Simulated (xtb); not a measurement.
GeS: geometry relaxation (part 1 of 4)

- system: GeS (germanium sulfide (GeS)), SMILES [S+]#[Ge-]
- method: GFN2-xTB (xtb 6.7.1 later snapshot)

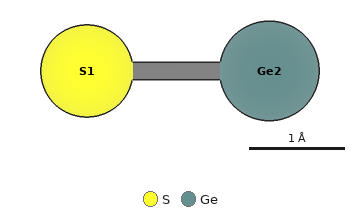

The starting structure (ball-and-stick view, seen on its broad side; atoms are numbered from 1 in the order of the input). Sticks mark near contacts. Bond lengths as drawn: Ge–S 1.92 Å.

## Input file (mol.xyz)
```
2
GeS
S      0.028100     0.043170     0.049000
Ge     0.003580    -0.003340     1.969040
```

## File xtb.inp
```
$opt
   engine=inertial
$end
```

Run on 1 thread of Arm Neoverse V1, 24 GiB of memory available, shared host.

Launched with:
```bash
xtb mol.xyz --gfn2 -I xtb.inp -c 0 --uhf 0 --opt tight --parallel 1 > run.log 2> xtb.err
```

## What the program printed
```
* xtb version 6.7.1
   ID    Z sym.   atoms
    1   16 S      1
    2   32 Ge     2

           -------------------------------------------------
          |                Calculation Setup                |
           -------------------------------------------------

          program call               : xtb mol.xyz --gfn2 -I xtb.inp -c 0 --uhf 0 --opt tight --parallel 1
          coordinate file            : mol.xyz
          omp threads                :                     1

           -------------------------------------------------
          |                 G F N 2 - x T B                 |
           -------------------------------------------------

      * Hamiltonian:
        H0-scaling (s, p, d)           1.850000    2.230000    2.230000
        zeta-weighting                 0.500000
      * Dispersion:
        s8                             2.700000
        a1                             0.520000
        a2                             5.000000
        s9                             5.000000
      * Repulsion:
        kExp                           1.500000    1.000000
        rExp                           1.000000
      * Coulomb:
        alpha                          2.000000
        third order                    shell-resolved
        anisotropic                    true
        a3                             3.000000
        a5                             4.000000
        cn-shift                       1.200000
        cn-exp                         4.000000
        max-rad                        5.000000

          ...................................................
          :                      SETUP                      :
          :.................................................:
          :  # basis functions                  20          :
          :  # atomic orbitals                  18          :
          :  # shells                            6          :
          :  # electrons                        10          :
          :  max. iterations                   250          :
          :  Hamiltonian                  GFN2-xTB          :
          :  restarted?                      false          :
          :  GBSA solvation                  false          :
          :  PC potential                    false          :
          :  electronic temp.          300.0000000     K    :
          :  accuracy                    1.0000000          :
          :  -> integral cutoff          0.2500000E+02      :
          :  -> integral neglect         0.1000000E-07      :
          :  -> SCF convergence          0.1000000E-05 Eh   :
          :  -> wf. convergence          0.1000000E-03 e    :
          :  Broyden damping             0.4000000          :
          :  net charge                          0          :
          :  unpaired electrons                  0          :
          ...................................................

 iter      E             dE          RMSdq      gap      omega  full diag
   1     -4.9030129 -0.490301E+01  0.319E+01    2.82       0.0  T
   2     -4.9181954 -0.151826E-01  0.208E+01    4.88       1.0  T
   3     -5.2572058 -0.339010E+00  0.185E+01    3.51       1.0  T
   4     -5.2285299  0.286759E-01  0.189E+01    3.86       1.0  T
   5     -5.2480201 -0.194902E-01  0.313E+00    3.77       1.0  T
   6     -5.2553878 -0.736768E-02  0.174E+00    3.67       1.0  T
   7     -5.2575287 -0.214094E-02  0.195E-01    3.59       1.0  T
   8     -5.2575208  0.795075E-05  0.988E-02    3.59       1.0  T
   9     -5.2575310 -0.101542E-04  0.194E-02    3.60       3.6  T
  10     -5.2575310 -0.978598E-09  0.806E-03    3.60       8.8  T
  11     -5.2575310 -0.680152E-08  0.329E-03    3.60      21.5  T
  12     -5.2575310 -0.565010E-08  0.182E-04    3.60     389.5  T
  13     -5.2575310 -0.189386E-10  0.108E-05    3.60    6533.6  T

   *** convergence criteria satisfied after 13 iterations ***

         #    Occupation            Energy/Eh            Energy/eV
      -------------------------------------------------------------
         1        2.0000           -0.6978339             -18.9890
         2        2.0000           -0.6244447             -16.9920
         3        2.0000           -0.4012948             -10.9198
         4        2.0000           -0.4012948             -10.9198
         5        2.0000           -0.3993026             -10.8656 (HOMO)
         6                         -0.2671532              -7.2696 (LUMO)
         7                         -0.2671532              -7.2696
         8                         -0.1033516              -2.8123
         9                         -0.0562208              -1.5298
        10                         -0.0562208              -1.5298
       ...                                ...                  ...
        18                          1.3514873              36.7758
      -------------------------------------------------------------
                  HL-Gap            0.1321494 Eh            3.5960 eV
             Fermi-level           -0.3332279 Eh           -9.0676 eV

 SCC (total)                   0 d,  0 h,  0 min,  0.002 sec
 SCC setup                      ...        0 min,  0.000 sec (  2.633%)
 Dispersion                     ...        0 min,  0.000 sec (  0.847%)
 classical contributions        ...        0 min,  0.000 sec (  0.225%)
 integral evaluation            ...        0 min,  0.000 sec ( 14.537%)
 iterations                     ...        0 min,  0.001 sec ( 64.643%)
 molecular gradient             ...        0 min,  0.000 sec ( 14.564%)
 printout                       ...        0 min,  0.000 sec (  2.001%)

         :::::::::::::::::::::::::::::::::::::::::::::::::::::
         ::                     SUMMARY                     ::
         :::::::::::::::::::::::::::::::::::::::::::::::::::::
         :: total energy              -5.219419059675 Eh    ::
         :: gradient norm              0.134585847243 Eh/a0 ::
         :: HOMO-LUMO gap              3.595969336198 eV    ::
         ::.................................................::
         :: SCC energy                -5.257530963754 Eh    ::
         :: -> isotropic ES           -0.006010161520 Eh    ::
         :: -> anisotropic ES          0.003011946017 Eh    ::
         :: -> anisotropic XC         -0.000556495763 Eh    ::
         :: -> dispersion             -0.000990780127 Eh    ::
         :: repulsion energy           0.038111904079 Eh    ::
         :: add. restraining           0.000000000000 Eh    ::
         :: total charge               0.000000000000 e     ::
         :::::::::::::::::::::::::::::::::::::::::::::::::::::

      -----------------------------------------------------------
     |              Fast Inertial Relaxation Engine              |
      -----------------------------------------------------------

          ...................................................
          :                      SETUP                      :
          :.................................................:
          :   energy convergence        0.1000000E-05 Eh    :
          :   grad. convergence         0.8000000E-03 Eh/a0 :
          :   optimization log               true           :
          :   writing optlog all                1     steps :
          :   Hessian reset                    20     steps :
          :   time step scaling                 5     steps :
          :   maximium step len.        1.0000000     a0    :
          :   initial time step         0.2500000     fs    :
          :   maximum time step         1.2500000     fs    :
          :   power reset thr           0.0000000     au    :
          :   alpha parameter           0.1000000           :
          :   BFGS update                   false           :
          :   preconditioning               false           :
          ...................................................

........................................................................
.............................. CYCLE    1 ..............................
........................................................................

 iter      E             dE          RMSdq      gap      omega  full diag
   1     -5.2564269 -0.525643E+01  0.220E-01    3.58       0.0  T
   2     -5.2564179  0.894847E-05  0.308E-01    3.56       1.0  T
   3     -5.2564245 -0.662887E-05  0.277E-01    3.56       1.0  T
   4     -5.2564390 -0.144684E-04  0.570E-03    3.57      12.4  T
   5     -5.2564390 -0.984288E-08  0.207E-03    3.57      34.1  T
   6     -5.2564390  0.822356E-10  0.646E-04    3.57     109.4  T
   7     -5.2564390 -0.974207E-10  0.656E-05    3.57    1078.0  T
     SCC iter.                  ...        0 min,  0.001 sec
     gradient                   ...        0 min,  0.000 sec
 * total energy  :    -5.2213949 Eh     change    :  -0.1975825E-02 Eh
   gradient norm :     0.1161588 Eh/a0  converged?    E=F G=F D=F
   time step     :     0.2500000 fs     power     :   0.9724920E-07
   step length   :     0.0157732 a0     speed     :   0.1526139E-02

........................................................................
.............................. CYCLE    2 ..............................
........................................................................

 iter      E             dE          RMSdq      gap      omega  full diag
   1     -5.2547802 -0.525478E+01  0.313E-01    3.52       0.0  T
   2     -5.2547586  0.216157E-04  0.448E-01    3.49       1.0  T
   3     -5.2547721 -0.134942E-04  0.407E-01    3.49       1.0  T
   4     -5.2548059 -0.337629E-04  0.889E-03    3.50       8.0  T
   5     -5.2548059 -0.363646E-07  0.310E-03    3.50      22.8  T
   6     -5.2548059 -0.415072E-10  0.961E-04    3.50      73.6  T
   7     -5.2548059 -0.238301E-09  0.955E-05    3.50     740.6  T
     SCC iter.                  ...        0 min,  0.000 sec
     gradient                   ...        0 min,  0.000 sec
 * total energy  :    -5.2237395 Eh     change    :  -0.2344652E-02 Eh
   gradient norm :     0.0919196 Eh/a0  converged?    E=F G=F D=F
   time step     :     0.2500000 fs     power     :   0.1101656E-06
   step length   :     0.0225800 a0     speed     :   0.2184732E-02

........................................................................
.............................. CYCLE    3 ..............................
........................................................................

 iter      E             dE          RMSdq      gap      omega  full diag
   1     -5.2526307 -0.525263E+01  0.386E-01    3.42       0.0  T
   2     -5.2525906  0.400794E-04  0.566E-01    3.38       1.0  T
   3     -5.2526111 -0.205051E-04  0.520E-01    3.38       1.0  T
   4     -5.2526714 -0.602716E-04  0.122E-02    3.40       5.8  T
   5     -5.2526715 -0.916395E-07  0.410E-03    3.40      17.3  T
   6     -5.2526715 -0.856826E-09  0.125E-03    3.40      56.5  T
   7     -5.2526715 -0.431982E-09  0.121E-04    3.40     586.1  T
   8     -5.2526715  0.867750E-12  0.629E-05    3.40    1124.6  T
     SCC iter.                  ...        0 min,  0.001 sec
     gradient                   ...        0 min,  0.000 sec
 * total energy  :    -5.2259268 Eh     change    :  -0.2187280E-02 Eh
   gradient norm :     0.0650524 Eh/a0  converged?    E=F G=F D=F
   time step     :     0.2500000 fs     power     :   0.9656370E-07
   step length   :     0.0279663 a0     speed     :   0.2705894E-02

........................................................................
.............................. CYCLE    4 ..............................
........................................................................

 iter      E             dE          RMSdq      gap      omega  full diag
   1     -5.2500455 -0.525005E+01  0.434E-01    3.31       0.0  T
   2     -5.2499822  0.632200E-04  0.656E-01    3.26       1.0  T
   3     -5.2500087 -0.265013E-04  0.609E-01    3.26       1.0  T
   4     -5.2500999 -0.911724E-04  0.154E-02    3.28       4.6  T
   5     -5.2501001 -0.179822E-06  0.500E-03    3.28      14.2  T
   6     -5.2501001 -0.233395E-08  0.150E-03    3.28      47.2  T
   7     -5.2501001 -0.636285E-09  0.140E-04    3.28     504.6  T
   8     -5.2501001  0.195843E-11  0.811E-05    3.28     872.3  T
     SCC iter.                  ...        0 min,  0.001 sec
     gradient                   ...        0 min,  0.000 sec
 * total energy  :    -5.2275585 Eh     change    :  -0.1631651E-02 Eh
   gradient norm :     0.0382554 Eh/a0  converged?    E=F G=F D=F
   time step     :     0.2500000 fs     power     :   0.6452669E-07
   step length   :     0.0317783 a0     speed     :   0.3074725E-02

........................................................................
.............................. CYCLE    5 ..............................
........................................................................

 iter      E             dE          RMSdq      gap      omega  full diag
   1     -5.2471160 -0.524712E+01  0.460E-01    3.19       0.0  T
   2     -5.2470275  0.885167E-04  0.717E-01    3.13       1.0  T
   3     -5.2470589 -0.313680E-04  0.670E-01    3.14       1.0  T
   4     -5.2471807 -0.121790E-03  0.182E-02    3.16       3.9  T
   5     -5.2471810 -0.290517E-06  0.572E-03    3.16      12.4  T
   6     -5.2471810 -0.390626E-08  0.169E-03    3.16      41.8  T
   7     -5.2471810 -0.801533E-09  0.153E-04    3.16     462.0  T
   8     -5.2471810  0.215117E-11  0.915E-05    3.16     772.9  T
     SCC iter.                  ...        0 min,  0.001 sec
     gradient                   ...        0 min,  0.000 sec
 * total energy  :    -5.2284264 Eh     change    :  -0.8679493E-03 Eh
   gradient norm :     0.0133796 Eh/a0  converged?    E=F G=F D=F
   time step     :     0.2500000 fs     power     :   0.2415978E-07
   step length   :     0.0340201 a0     speed     :   0.3291625E-02

........................................................................
.............................. CYCLE    6 ..............................
........................................................................

 iter      E             dE          RMSdq      gap      omega  full diag
   1     -5.2436046 -0.524360E+01  0.511E-01    3.05       0.0  T
   2     -5.2434651  0.139480E-03  0.826E-01    2.99       1.0  T
   3     -5.2435100 -0.449344E-04  0.771E-01    3.00       1.0  T
   4     -5.2436898 -0.179786E-03  0.239E-02    3.02       3.0  T
   5     -5.2436904 -0.582783E-06  0.692E-03    3.03      10.2  T
   6     -5.2436904 -0.723679E-08  0.196E-03    3.02      36.1  T
   7     -5.2436904 -0.102262E-08  0.180E-04    3.02     392.2  T
   8     -5.2436904 -0.252864E-11  0.104E-04    3.02     683.1  T
     SCC iter.                  ...        0 min,  0.000 sec
     gradient                   ...        0 min,  0.000 sec
 * total energy  :    -5.2284663 Eh     change    :  -0.3992484E-04 Eh
   gradient norm :     0.0106412 Eh/a0  converged?    E=F G=F D=F
   time step     :     0.2750000 fs     power     :  -0.1970208E-07
   step length   :     0.0383708 a0     speed     :   0.3375070E-02

........................................................................
.............................. CYCLE    7 ..............................
........................................................................
 * reset velocities
```
